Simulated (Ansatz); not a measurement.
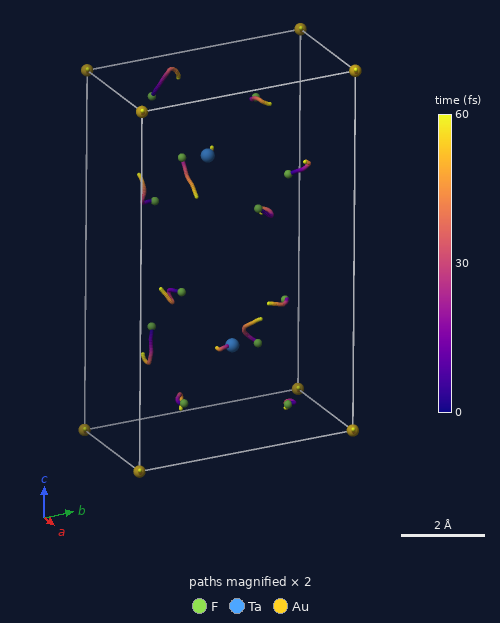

Molecular dynamics of a 15-atom cell of Ta$_{2}$AuF$_{12}$, 60 fs long. Dots mark each atom's position at evenly spaced times, coloured by time; spheres stand at the starting positions. The excursions are magnified 2 times. Seen slightly off an axis in the reduced simulation cell.

Level of theory: DFT, PAW plane waves, PBE in Ansatz. Settings: plane-wave cutoff 420 eV; k-point mesh 2 × 3 × 3; cold smearing 0.15 eV; Langevin thermostat (NVT); set temperature 900 K; time step 1.5 fs.

What do the traces tell about the motion?

Answer. Root-mean-square distances from the starting positions over the second half, with the common drift of all atoms taken out: F 0.33 Å, Ta 0.14 Å, Au 0.08 Å. The run lasts only 60 fs, too short to tell vibration from diffusion.

Limits of the set-up: the k-point mesh is coarse for a cell with partly filled bands; an odd number of electrons was run without spin polarisation, which fails if the electron would localise.
